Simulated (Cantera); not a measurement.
Charge: 1 mol SiC, 0.26 mol O₂, 81 mol H₂, at 65.0 mbar.

Method: chemical equilibrium by Gibbs-energy minimisation in Cantera with the NASA 1993 tables (ideal gas, pure condensed phases). Candidate condensed phases: C, C₆H₆, C₇H₈, C₈H₁₈, H₂O, Si, SiC, SiO₂; 123 gas species. Mutual solubility and eutectic melting of coexisting phases are not modelled. The tables hold silica as quartz up to 1696 K and as liquid above; real silica turns to tridymite and cristobalite and melts near 1996 K. Gases not in the tables: Si₂H₆ and higher silanes. The numbers say what is thermodynamically allowed, not how fast it happens.

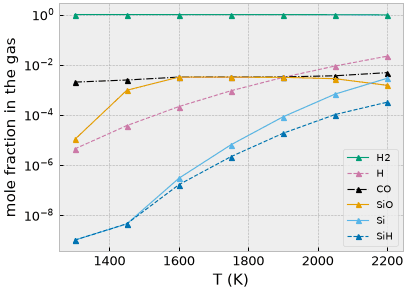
Figure. Equilibrium gas composition (values under 1e-9 drawn at 1e-9)

### Question
Read off the mole fractions at 1900 K.

### Answer
H₂ about 0.99, CO about 0.0032, SiO about 0.0031, H about 0.0031, Si about 8.3e-5, SiH about 1.8e-5.
